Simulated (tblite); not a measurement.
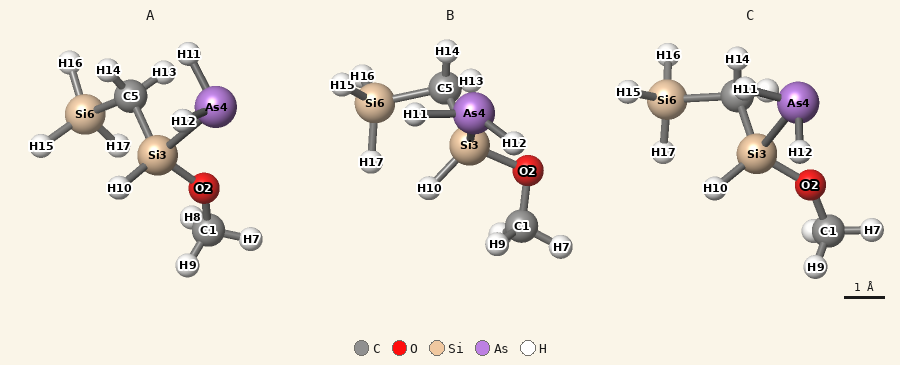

3 geometries from one relaxation of C2H11AsOSi2 (charge +1, multiplicity 2), in shuffled order. Style: ball-and-stick. Shown from a free direction.

All numbers below come from GFN2-xTB geometry optimisation, gas phase in tblite. 

Q: Order the frames from highest to lowest energy.

A: B, C, A. They are steps 0, 72, 162, at +1.556 eV, +0.073 eV relative to the last. The largest move after the best rigid fit is that of H11, 2.48 Å. Largest moves by element: H 2.48 Å, As 1.06 Å, O 0.85 Å, C 0.76 Å, Si 0.67 Å. Some distances before and after: Si3–As4 2.320 → 2.462 Å, C5–Si6 1.851 → 1.955 Å, O2–Si3 1.695 → 1.591 Å, As4–H11 1.576 → 1.496 Å. Among the angles between lasting bonds that change: C1–O2–Si3 108.6° → 137.4°, H11–As4–H12 113.5° → 89.6°, Si3–As4–H12 113.5° → 94.1°. Groups turn about Si3–C5 by about 65°, O2–Si3 by about 55°, C5–Si6 by about 30°. The energy falls by 1.556 eV in 162 geometry steps. Cost: 1.2 s on 1 thread of Arm Neoverse V2, with other jobs on the host.
